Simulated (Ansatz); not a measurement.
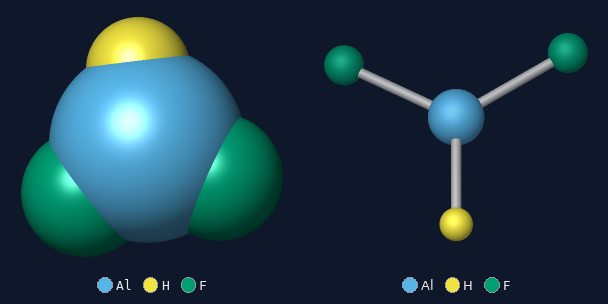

The same structure drawn twice, from different directions.

What does the picture show?

The molecule is AlF2H. The point group is C2v. All atoms lie on one plane. Coordination: 1 Al trigonal planar.

The parts below concern this one geometry. Atoms keep their numbers from picture to picture. The geometry was computed by an optimisation with PBE0-D4/def2-TZVP.

### Dipole moment

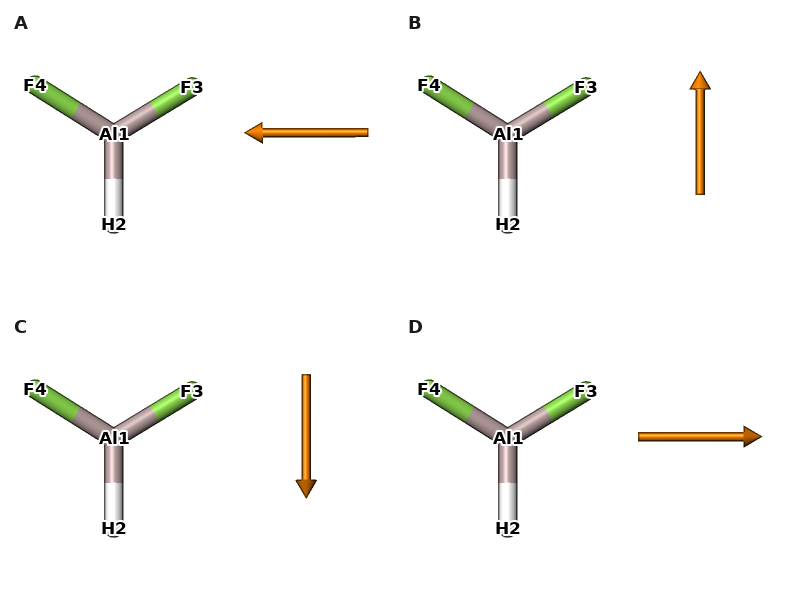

The same molecule four times, each with an arrow. Properties computed with RKS PBE0-D4/def2-TZVP (Ansatz 0.2.0).

Which arrow points along the dipole moment, from the negative to the positive end?

C. The dipole moment is 1.36 D; it points from the side of F3, F4 to the side of H2 (the outermost atoms at the two ends).

### Thermal motion

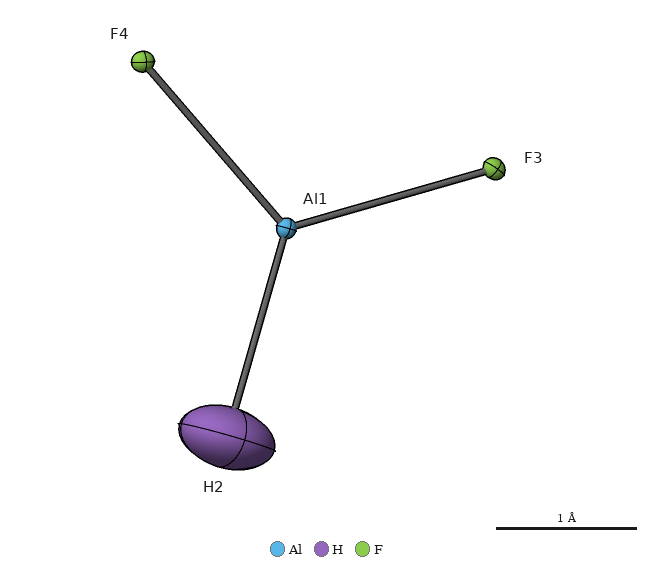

Displacement ellipsoids at the 50 % level, enlarged 1.5 times, from the internal vibrations of the free molecule (harmonic, no overall translation or rotation; no half-axis is drawn under 0.075 Å). Vibrations computed with RKS PBE0-D4/def2-TZVP (Ansatz 0.2.0). Temperature: 100 K.

Give the displacement parameters, one line for each set of equivalent atoms.

```csv
atom,U_eq (Å²),rms amplitudes (Å)
Al1,0.00052,"0.017, 0.019, 0.031"
H2,0.0191,"0.094, 0.155, 0.156"
"F3, F4",0.00066,"0.008, 0.022, 0.038"
```

### Vibrations

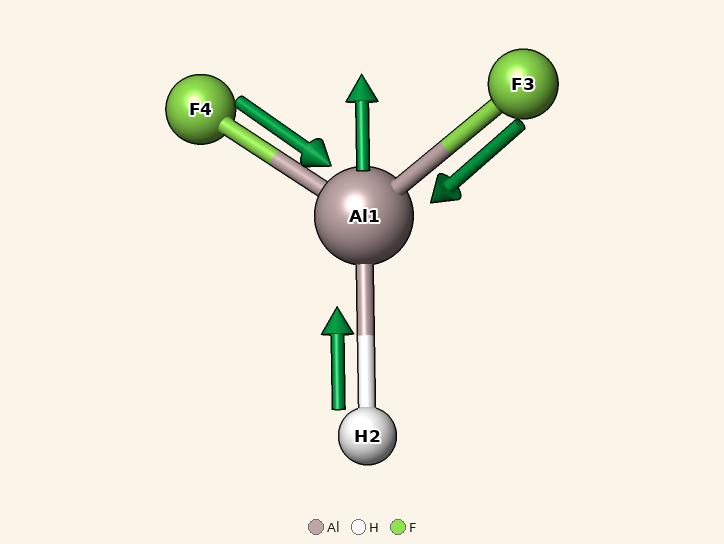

The arrows show one normal mode. Harmonic vibrations computed with RKS PBE0-D4/def2-TZVP (Ansatz 0.2.0) at a stationary point of the same level.

What kind of motion is it?

Mostly in-phase stretching of 2 Al–F bonds.

Estimate its harmonic wavenumber.

783 cm⁻¹; it is mode 4 of 6 counted from the lowest.
